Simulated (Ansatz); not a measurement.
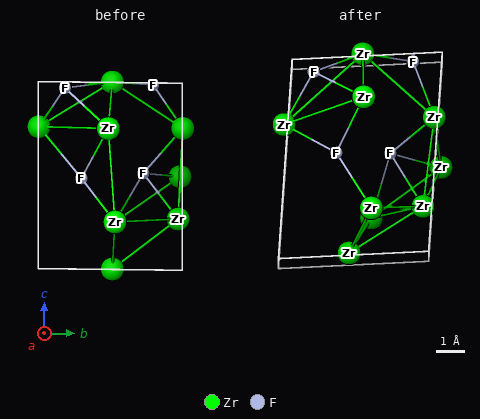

The structure of a crystal of Zr3F2 (a generated structure, set up in P1) (coarse preliminary run) before (left) and after (right) a relaxation, at one scale.

A ball-and-stick model of the cell of the calculation, reduced to other axes, seen along the a axis. Lengths and directions refer to the drawn axes.

Computed with DFT PBE, scalar-relativistic, plane waves, PAW in Ansatz. Settings: plane-wave cutoff 420 eV; k-point mesh 4 × 4 × 4; occupations gaussian; smearing width 0.2 eV; no spin polarisation; cell and atoms relaxed; force threshold 0.025 eV/Å; at most 60 steps.

Summarise the run.

The run was cut off at its time limit before the relaxation converged, so the last structure is only a point on the way. After 5 geometry steps the energy has fallen by 2.634 eV per cell of the calculation. Largest force component: 4.7 eV/Å at the start, 0.88 eV/Å at the end. Pressure: 4.48 GPa at the start and −0.76 GPa at the end. An F atom moves most relative to the cell: 0.57 Å along [2 1 1]. Largest moves by element: F 0.57 Å, Zr 0.54 Å. The drawn cell changes as follows: a 5.141 → 4.880 Å (−5.1 %), b 5.219 → 5.446 Å (+4.4 %), c 6.717 → 7.172 Å (+6.8 %), α 90.4° → 83.6°, β 91.6° → 83.4°, γ 98.3° → 97.4°; the volume changes by +4.5 %. Among the contacts that change: F–Zr 2.339 → 3.329 Å, F–Zr 2.756 → 3.573 Å, Zr–Zr 3.661 → 2.854 Å, Zr–Zr 3.084 → 3.836 Å. Bonds break, among them: F–Zr (2.34 → 3.33 Å). Bond angles that change, for instance: Zr–F–Zr 91.0° → 119.2°, Zr–F–Zr 88.7° → 116.1°, Zr–F–Zr 162.0° → 138.4°. The space group stays P1 (No. 1).
